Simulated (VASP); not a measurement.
Energy against volume of NaCl (rock salt). Computed with PBEsol GGA, VASP's PBE PAW potentials (set 64) (plane waves; VASP 6.6.1).

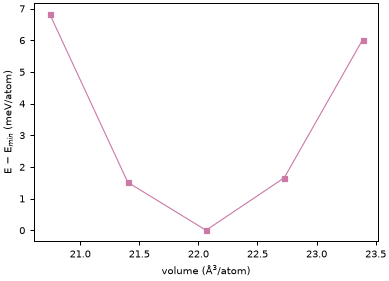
*Energy against volume*

Problem. Estimate the equilibrium volume and the bulk modulus.

Solution. The minimum lies near 22.0 Å³/atom, and the curvature gives B0 of about 26 GPa.

The compound is NaCl in the rock salt structure. It was relaxed first.
